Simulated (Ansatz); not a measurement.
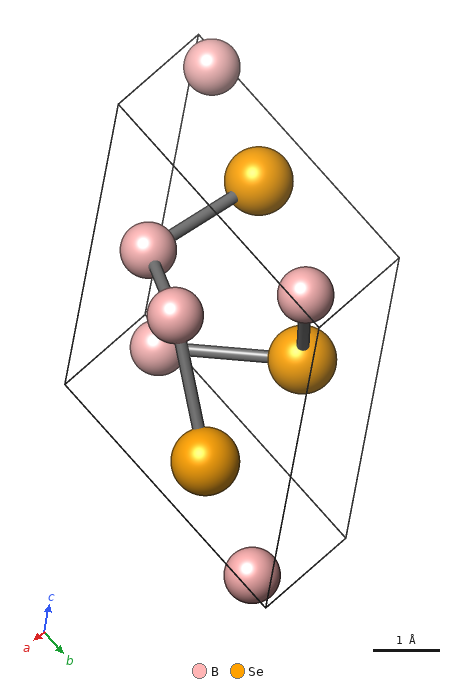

We look at a ball-and-stick model of the crystal slightly off an axis. The parallelepiped is the simulation cell.

Input deck:
```yaml
crystal:
  lattice:
    - [-1.9983261626, 1.9983261626, 3.9987235351]
    - [1.9983261626, -1.9983261626, 3.9987235351]
    - [1.9983261626, 1.9983261626, -3.9987235351]
  atoms:
    - { symbol: B, position: [0.8614509825, 0.3614509825, 0.5] }
    - { symbol: B, position: [0.1114509825, 0.1114509825, 0.0] }
    - { symbol: B, position: [0.6385490175, 0.1385490175, 0.5] }
    - { symbol: B, position: [0.8885490175, 0.8885490175, 0.0] }
    - { symbol: Se, position: [0.25, 0.75, 0.5] }
    - { symbol: Se, position: [0.5, 0.5, 0.0] }
basis:
  ecutwfc: 420
kpoints:
  mp_grid: { grid: [14, 14, 14] }
  band_path:
    path:
      - [[0.0, 0.0, 0.0], [0.0, 0.0, 0.5], [0.25, 0.25, 0.25], [0.0, 0.5, 0.0], [0.0, 0.0, 0.0], [0.5, 0.5, -0.5], [0.31243527, 0.68756473, -0.31243527]]
      - [[-0.31243527, 0.31243527, 0.31243527], [0.0, 0.0, 0.0]]
      - [[0.0, 0.0, 0.5], [-0.12487054, 0.12487054, 0.5]]
      - [[0.5, 0.5, -0.12487054], [0.5, 0.5, -0.5]]
    npoints: 14
hamiltonian:
  xc: pbe
scf:
  occupations: { method: gaussian, width: 0.1 }
  n_extra_bands: 15
output:
  forces: true
  stress: true
  eigenvalues: true
  populations: true
  dos: { projected: true, de: 0.02, nscf_kmesh: { grid: [17, 17, 17] } }
  bader: true
  write_density: true
  write_potential: true
  elf: true
  volumetric_format: npy
```
Run as:
```sh
ansatz run input.yaml --threads 1 --pin off --max-ram 2560MiB --backend cpu --events-out ev --progress --plain --runs-dir out
```

Method used: DFT PBE, scalar-relativistic, plane waves, PAW in Ansatz 0.2.0. It ran with a cutoff energy of 420 eV, the zone sampled with 14×14×14 points, Gaussian smearing of 0.1 eV, no spin polarisation.

Question: How charged are the atoms, by the Bader scheme?

Answer: B +0.10 e; Se -0.21 e. Little charge moves, as in a metallic or covalent solid.

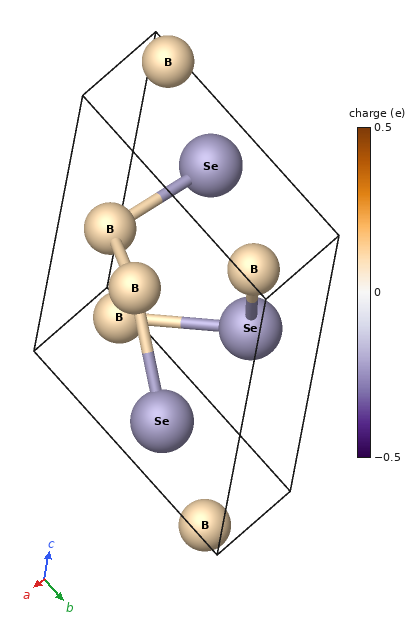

The atoms coloured by those charges.

The initial geometry was a structure type filled with these elements by a generator (whether the compound takes this form wasn't checked). Earlier steps of the study may have refined or changed the cell and positions. Ansatz was used for an electronic-structure calculation on it.
